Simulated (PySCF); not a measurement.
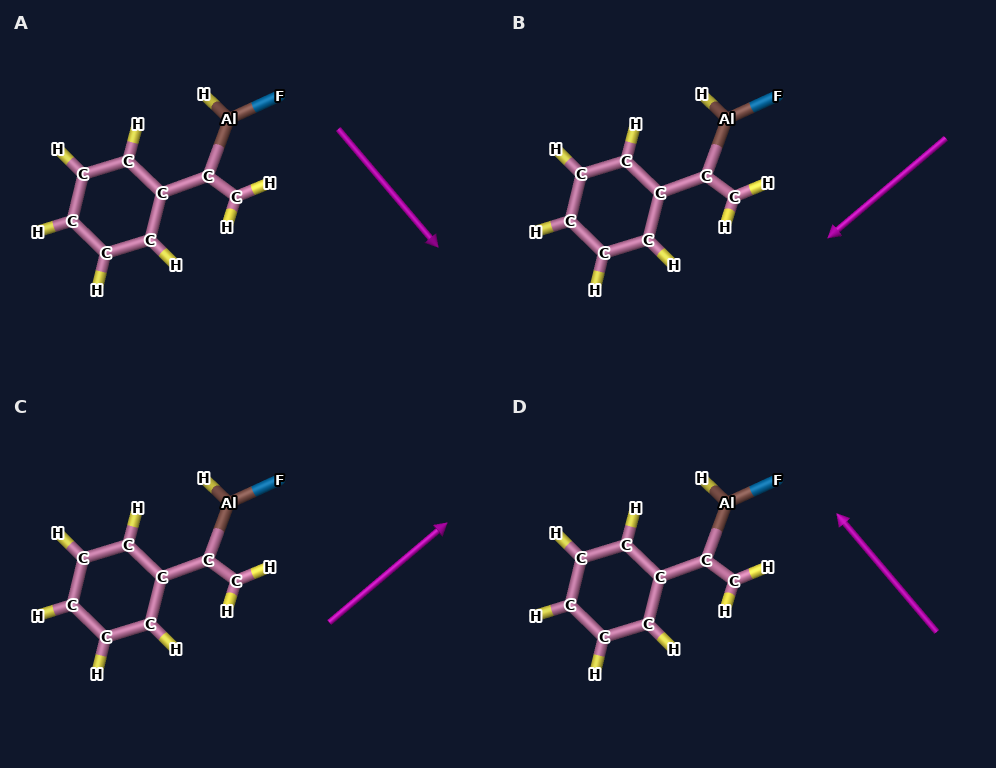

The same molecule four times, each with an arrow. The geometry was computed by an optimisation with GFN2-xTB. No frequency run is at hand to confirm it as a minimum. Properties computed with PBE0/pcSseg-1, gas phase (PySCF 2.14.0).

Which arrow points along the dipole moment, from the negative to the positive end?

B. The dipole moment is 2.10 D.

The geometry is semi-empirical. Around Al such bond lengths and angles can be off by a tenth of an ångström or more and by several degrees, and values that hang on the shape move with them.
